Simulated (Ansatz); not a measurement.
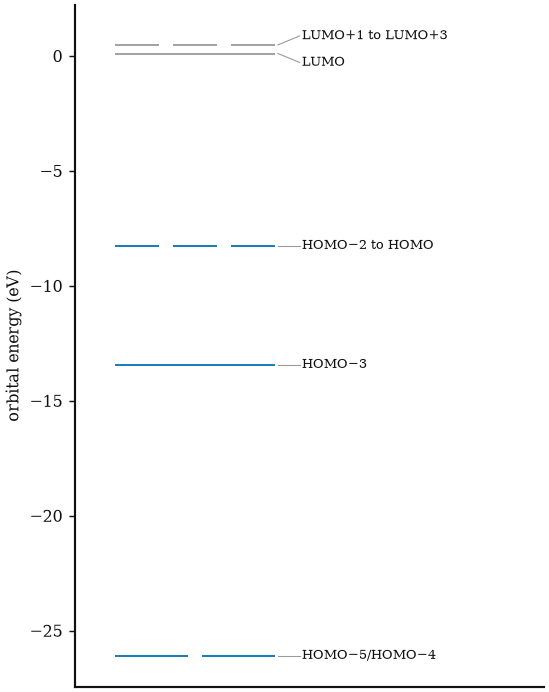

Kohn-Sham orbital energies near the frontier, r2SCAN/def2-TZVPP in the Ansatz code 0.2.0, at a PBE0-D4/def2-TZVP geometry (a minimum by its frequencies), isolated molecule; empty levels in grey, levels within 0.03 eV side by side.

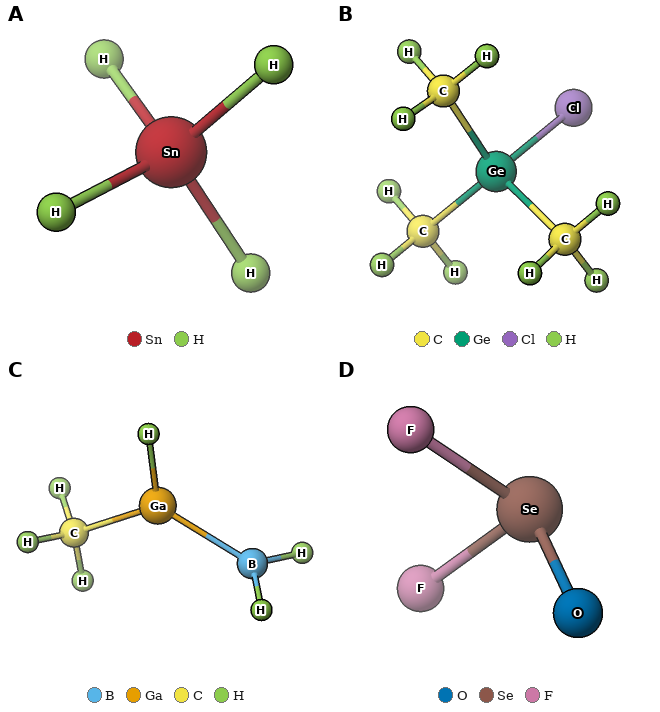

Which molecule has this level scheme? The candidates are drawn in the second picture.

Answer. Structure A, SnH₄, SMILES [SnH4], singlet. HOMO −8.26 eV, LUMO 0.10 eV, separation 8.36 eV.

Note: core potentials past krypton; spin-orbit coupling is left out, and with Sn it can shift these levels and split any degenerate set; empty levels above zero depend strongly on the basis.
